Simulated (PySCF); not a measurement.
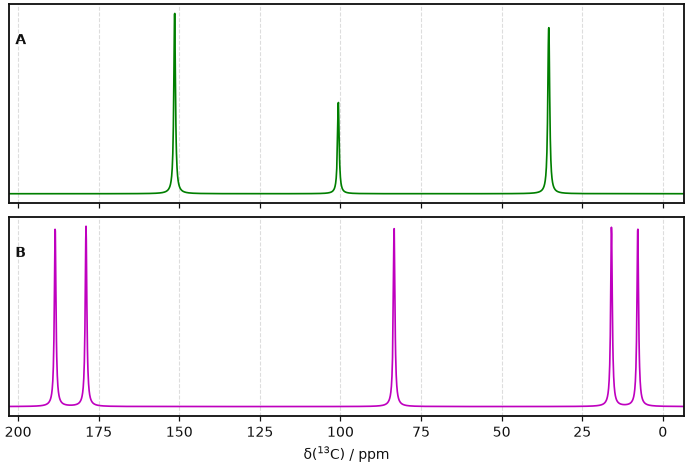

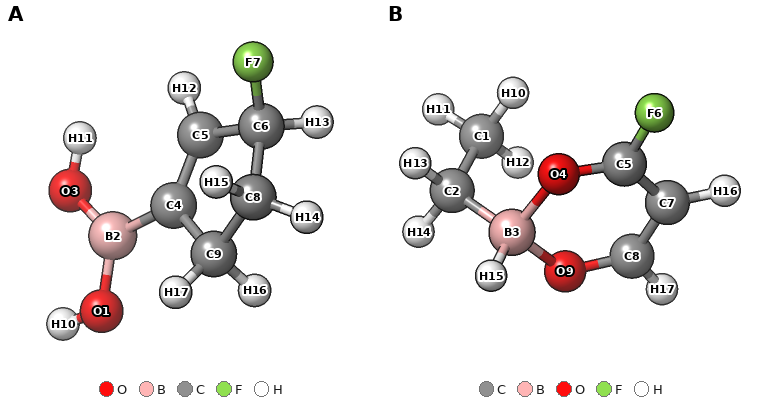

Related molecules: A is C₅H₈BFO₂, SMILES OB(O)C1=C[C@@H](F)CC1; B is C₅H₈BFO₂, SMILES CC[B@@H-]1OC(F)=CC=[O+]1. GIAO ¹³C shifts against TMS, mPW1PW91/pcSseg-1 in PySCF 2.14.0, at a PBE0-D3(BJ)/def2-SVP geometry (no frequency check); fully decoupled, line heights follow the number of nuclei within a panel, widths are arbitrary (no quadrupolar broadening); values of one conformer, averaged over nuclei that symmetry or rotation about single bonds exchange, these motions taken as fast; other conformers aren't averaged in.

Question: Assign the ¹³C signals of each molecule.

Answer: A: 151.5 (C5); 151.4 (C4); 100.7 (C6); 35.5 (C8); 35.3 (C9)
B: 188.5 (C8); 178.9 (C5); 83.4 (C7); 15.9 (C2); 7.8 (C1)

The order of signals that lie close, as those under 2 ppm apart, is within the error of the method.
